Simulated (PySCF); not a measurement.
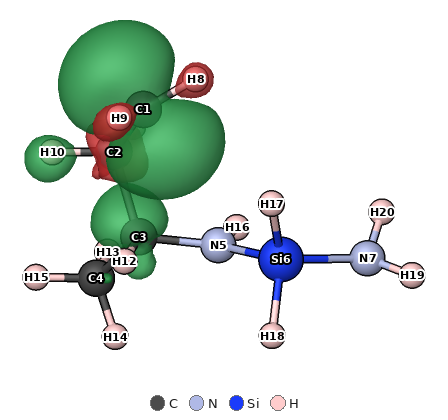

The picture shows: C4H13N2Si (doublet). Isosurfaces of the spin density (α minus β) at +0.015 (green) and −0.015 e/Å³ (red), seen at a tilt.

Geometry: GFN2-xTB.

These are results of UKS B3LYP, pcH-1 on C H N Si, non-relativistic, mean-field spin-orbit, GIAO (PySCF), not measurements.

```yaml
atoms:
  - { symbol: C, position_ang: [-1.2814, 1.8357, -0.8165] }
  - { symbol: C, position_ang: [-1.6751, 0.4301, -0.7440] }
  - { symbol: C, position_ang: [-0.8037, -0.4141, 0.2595] }
  - { symbol: C, position_ang: [-1.4169, -1.8054, 0.4148] }
  - { symbol: N, position_ang: [0.5570, -0.5109, -0.1568] }
  - { symbol: Si, position_ang: [1.8269, 0.4806, 0.4251] }
  - { symbol: N, position_ang: [3.1858, -0.0158, -0.5163] }
  - { symbol: H, position_ang: [-0.5748, 2.1743, -1.5487] }
  - { symbol: H, position_ang: [-1.5383, 2.5047, -0.0175] }
  - { symbol: H, position_ang: [-2.7061, 0.3422, -0.3897] }
  - { symbol: H, position_ang: [-1.5947, -0.0494, -1.7225] }
  - { symbol: H, position_ang: [-0.8124, 0.0997, 1.2252] }
  - { symbol: H, position_ang: [-1.4742, -2.3026, -0.5520] }
  - { symbol: H, position_ang: [-0.7946, -2.4045, 1.0754] }
  - { symbol: H, position_ang: [-2.4172, -1.7430, 0.8356] }
  - { symbol: H, position_ang: [0.6734, -1.0317, -1.0117] }
  - { symbol: H, position_ang: [1.4874, 1.9136, 0.3429] }
  - { symbol: H, position_ang: [2.1440, 0.1297, 1.8127] }
  - { symbol: H, position_ang: [4.0860, 0.3202, -0.2187] }
  - { symbol: H, position_ang: [3.1237, 0.0574, -1.5193] }
```

> Where is the unpaired spin?

The unpaired spin (1 electron) lies mostly on C1 (about 0.7), in electrons by Hirshfeld's partition.
